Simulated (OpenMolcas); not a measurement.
**SiH2BrF: excited-state calculation (part 2 of 2)**

The same run, continued: SiH2BrF, SMILES F[SiH2]Br; CASSCF/6-31G (OpenMolcas 26.06). The geometry comes from this level: GFN2-xTB.

Geometry of the input (Å):
```
F  0.0000  0.0000  0.0000
Si 0.0000  0.0000  1.5975
Br 2.1112  0.0000  2.1921
H  -0.5975  -1.2464  2.0143
H  -0.5976  1.2464  2.0142
```

Log, continued
```
      printout of CI-coefficients larger than  0.05 for root  2
      energy=   -2961.309069
      conf/sym  111111     Coeff  Weight
             2  22ud00  -0.98378 0.96783
            17  2ud200  -0.06396 0.00409
            23  u2d200   0.08893 0.00791
            86  udud02   0.06146 0.00378

      Natural orbitals and occupation numbers for root  1
      sym 1:   1.977952   1.982767   1.999154   0.015983   0.000241   0.023903

      Natural orbitals and occupation numbers for root  2
      sym 1:   1.975058   1.994387   1.008701   0.994381   0.004856   0.022617

      ************************************************************************************************************************
      *                                                    Final results                                                     *
      ************************************************************************************************************************

++    Final optimization conditions:
      ------------------------------

      Average CI energy                           -2961.44907165
      RASSCF energy for state  2                  -2961.30906851
      Super-CI energy                                -0.00000000
      RASSCF energy change                           -0.00000000
      Max change in MO coefficients              -1.090E-04
      Max non-diagonal density matrix element    -4.269E-05
      Maximum BLB matrix element                  1.668E-06
      (orbital pair  31,  34 in symmetry   1)
      Norm of electronic gradient            6.747E-02
--

      Final state energy(ies):
      ------------------------

::    RASSCF root number  1 Total energy:  -2961.58907478
::    RASSCF root number  2 Total energy:  -2961.30906851
      Von Neumann Entropy (Root   1) =  0.16238

      Mulliken population analysis for root number:  1
      -----------------------------------------------

++    Molecular charges:
      ------------------

      Mulliken charges per centre
      ---------------------------

                F1      SI2     BR3     H4      H5
      Total    9.5908 12.8280 35.2682  1.1651  1.1479

      N-E     -0.5908  1.1720 -0.2682 -0.1651 -0.1479

      Total electronic charge=   60.000000

      Total            charge=   -0.000000
--

      Expectation values of various properties for root number:  1
      -----------------------------------------------------------

++    Molecular properties:
      ---------------------

      Charge (e):
                      =   -0.0000
      Dipole Moment (debye):
      Origin of the operator (angstrom)=    1.2932    0.0000    1.7337
                   X= -2.2868E+00               Y=  4.7020E-02               Z=  2.1647E+00           Total=  3.1492E+00
      Quadrupole Moment (debye*angstrom):
      Origin of the operator (angstrom)=    1.2932    0.0000    1.7337
                  XX= -3.5572E+01              XY= -1.1085E-01              XZ= -3.7581E+00              YY= -3.7409E+01
                  YZ=  1.8442E-02              ZZ= -4.3110E+01
      In traceless form (debye*angstrom)
                  XX=  4.6873E+00              XY= -1.6628E-01              XZ= -5.6371E+00              YY=  1.9322E+00
                  YZ=  2.7662E-02              ZZ= -6.6195E+00
--

      Von Neumann Entropy (Root   2) =  1.11542

      Mulliken population analysis for root number:  2
      -----------------------------------------------

++    Molecular charges:
      ------------------

      Mulliken charges per centre
      ---------------------------

                F1      SI2     BR3     H4      H5
      Total    9.5965 13.4564 34.6529  1.1622  1.1320

      N-E     -0.5965  0.5436  0.3471 -0.1622 -0.1320

      Total electronic charge=   60.000000

      Total            charge=   -0.000000
--

      Expectation values of various properties for root number:  2
      -----------------------------------------------------------

++    Molecular properties:
      ---------------------

      Charge (e):
                      =   -0.0000
      Dipole Moment (debye):
      Origin of the operator (angstrom)=    1.2932    0.0000    1.7337
                   X=  2.6213E+00               Y=  1.5196E-01               Z=  2.8469E+00           Total=  3.8729E+00
      Quadrupole Moment (debye*angstrom):
      Origin of the operator (angstrom)=    1.2932    0.0000    1.7337
                  XX= -4.5789E+01              XY= -3.5334E-01              XZ= -4.7848E+00              YY= -3.5809E+01
                  YZ=  2.0371E-01              ZZ= -4.4820E+01
      In traceless form (debye*angstrom)
                  XX= -5.4748E+00              XY= -5.3000E-01              XZ= -7.1772E+00              YY=  9.4952E+00
                  YZ=  3.0556E-01              ZZ= -4.0204E+00
--

      Average orbitals are written to the RASORB file
      Natural orbitals for root   1 are written to the RASORB.1 file
      Natural orbitals for root   2 are written to the RASORB.2 file
      Spin density orbitals for root   1 are written to the SPDORB.1 file
      Spin density orbitals for root   2 are written to the SPDORB.2 file

--- Stop Module: rasscf /rc=_RC_ALL_IS_WELL_ ---
--- Module rasscf spent 1 second ---

--- Start Module: rassi ---

                                               &RASSI

                       available to each process: 1.9 GB of memory, 1 thread

      ********************************************************************************
      *                             General data section                             *
      ********************************************************************************

   Specific data for JOBIPH file JOBIPH
   -------------------------------------

   Header from SEWARD:

   CASSCF title (first line only):
       (No title given)

  STATE IRREP:                1
  SPIN MULTIPLICITY:          1
  ACTIVE ELECTRONS:           6
  MAX RAS1 HOLES:             0
  MAX RAS3 ELECTRONS:         0
  NR OF CONFIG:             175

   The following data are common to all the states:
   ------------------------------------------------
   (note: frozen counts as inactive, deleted as secondary)

      Nr of irreps: 1

                 Total     No./Irrep
      Irrep                  1
                             a

      INACTIVE      27      27
      ACTIVE         6       6
      SECONDARY     22      22
      BASIS         55      55

      RAS1           0       0
      RAS2           6       6
      RAS3           0       0

        MATRIX ELEMENTS WILL BE COMPUTED FOR THE FOLLOWING ONE-ELECTRON OPERATORS, UNLESS ZERO BY SYMMETRY.
   (Herm=Hermitian, Anti=Antihermitian, Sing=Singlet operator, Trip=Triplet operator)
     MLTPL  0   1 (HERMSING)     MLTPL  1   1 (HERMSING)     MLTPL  1   2 (HERMSING)
     MLTPL  1   3 (HERMSING)     MLTPL  2   1 (HERMSING)     MLTPL  2   2 (HERMSING)
     MLTPL  2   3 (HERMSING)     MLTPL  2   4 (HERMSING)     MLTPL  2   5 (HERMSING)
     MLTPL  2   6 (HERMSING)     VELOCITY   1 (ANTISING)     VELOCITY   2 (ANTISING)
     VELOCITY   3 (ANTISING)     ANGMOM     1 (ANTISING)     ANGMOM     2 (ANTISING)
     ANGMOM     3 (ANTISING)     MLTPV  2   1 (ANTISING)     MLTPV  2   2 (ANTISING)
     MLTPV  2   3 (ANTISING)     MLTPV  2   4 (ANTISING)     MLTPV  2   5 (ANTISING)
     MLTPV  2   6 (ANTISING)

       EIGENSTATES OF A SPIN-FREE HAMILTONIAN WILL BE COMPUTED BASED ON:

  A Hamiltonian matrix computed by RASSI.

  Nr of states:                    2

   State:        1   2
  JobIph:        1   1
 Root nr:        1   2

  HAMILTONIAN MATRIX FOR THE ORIGINAL STATES:

  Diagonal, with energies
  -2961.58907478  -2961.30906851

      OVERLAP MATRIX FOR THE ORIGINAL STATES:

  Diagonal, with elements
      1.00000000      1.00000000

::    RASSI State    1     Total energy:   -2961.58907477709454
::    RASSI State    2     Total energy:   -2961.30906851477675

      ****************************************************************************************************
      *                                         Spin-free section                                        *
      *                 Note: index according to input order, order according to energy.                 *
      ****************************************************************************************************

  SPIN-FREE ENERGIES:
  (Shifted by EMIN (a.u.) =      -2961.5890747771)

 SF State       Relative EMIN(au)   Rel lowest level(eV)    D:o, cm**(-1)

     1             0.0000000000        0.0000000000              0.0000
     2             0.2800062623        7.6193585552          61454.2712

++ Dipole transition strengths (spin-free states):
   -----------------------------------------------
     for osc. strength at least  1.00000000E-05

      From   To        Osc. strength     Einstein coefficients Ax, Ay, Az (sec-1)    Total A (sec-1)
     -----------------------------------------------------------------------------------------------
         1    2       1.21928974E-02  1.10985072E+06  2.95663086E+07  3.90367932E+04  3.07151961E+07
     -----------------------------------------------------------------------------------------------
--

++ Velocity transition strengths (spin-free states):
   -------------------------------------------------
     for osc. strength at least  1.00000000E-05

      From   To        Osc. strength     Einstein coefficients Ax, Ay, Az (sec-1)    Total A (sec-1)
     -----------------------------------------------------------------------------------------------
         1    2       2.62281303E-02  1.88520662E+06  6.40562046E+07  1.30018377E+05  6.60714296E+07
     -----------------------------------------------------------------------------------------------
--

++ Length and velocity gauge comparison (spin-free states):
   --------------------------------------------------------

 --------------------------------------------------
 A comparison between the dipole oscillator strengths in
 length and velocity gauge will be performed

     All dipole oscillator differences above the tolerance of   1.00000000E-01  will be printed

 Due to basis set deficiency these oscillator may be problematic

 The tolerance is defined as ABS(1-O_l/O_v)
 O_l : dipole oscillator strength in length gauge
 O_p : dipole oscillator strength in velocity gauge
 --------------------------------------------------

  Problematic transitions have been found

      From   To       Difference (%) Osc. st. (len.) Osc. st. (vel.)
     ---------------------------------------------------------------
         1    2            53.512136  1.21928974E-02  2.62281303E-02
     ---------------------------------------------------------------

 Number of problematic transitions =                     1

--

 Electric-dipole - electric-octupole not included
 Electric-dipole - magnetic-quadrupole not included

      ****************************************************************************************************
      *                                    Special properties section                                    *
      ****************************************************************************************************

--- Stop Module: rassi /rc=_RC_ALL_IS_WELL_ ---

.##################.
.# Happy landing! #.
.##################.

    Timing: Wall=3.31 User=2.26 System=1.04
```

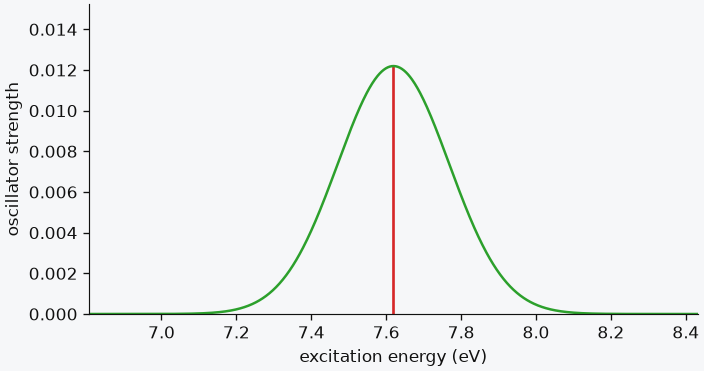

Figure 1. Computed excitations as sticks (degenerate states added up, dark ones marked on the axis), with a Gaussian envelope of 0.35 eV full width at half maximum, scaled to the tallest. Of the 1 states the lowest lies at 7.62 eV (f = 0.012); the strongest line is at 7.62 eV, or 163 nm (f = 0.012).

Results in brief

| quantity | value |
| --- | --- |
| outcome | converged |
| total energy | −2961.589075 hartree |
| CASSCF energy | −2961.589075 hartree |
| basis functions | 55 |
| lowest singlet excitation | 7.62 eV |
| hardware | 1 thread of Arm Neoverse V1, 24 GiB of memory available, shared host |
| wall time | 3.6 s |
| peak memory | 0.39 GiB |
